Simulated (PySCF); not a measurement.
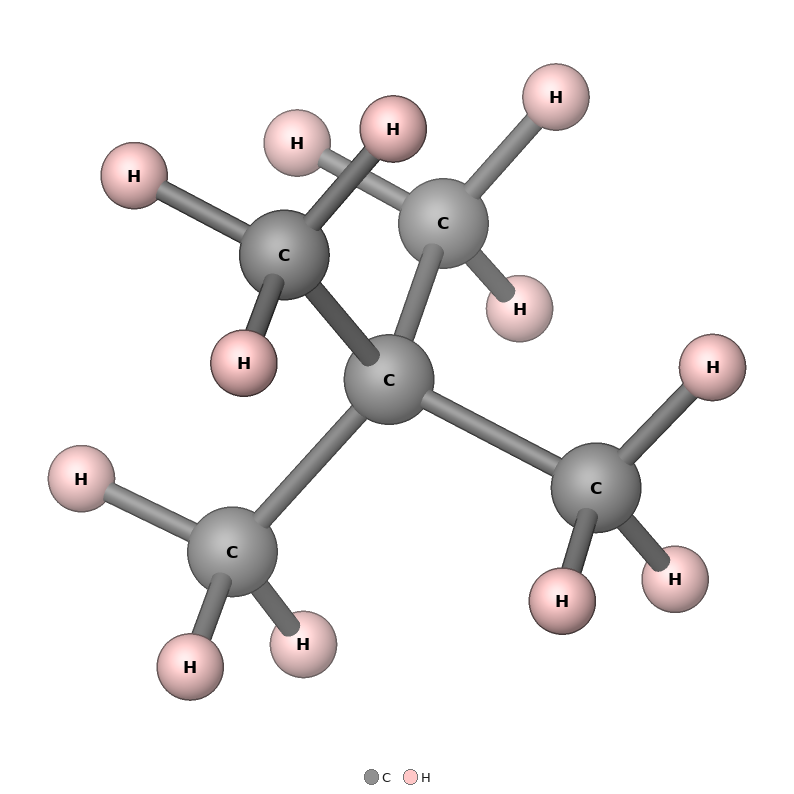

Depth is shown by fading: the farther an atom, the more it takes the colour of the background. Computed geometry: PBE0-D3(BJ)/def2-SVP optimisation. No frequency run is at hand to confirm it as a minimum.

Q: Which symmetry elements does this geometry have?

A: It has 4 C3 axes, 3 C2 axes, 3 S4 axes and 6 mirror planes, so the point group is Td. The group has 24 operations. The geometry is achiral, and symmetry forbids a dipole moment.
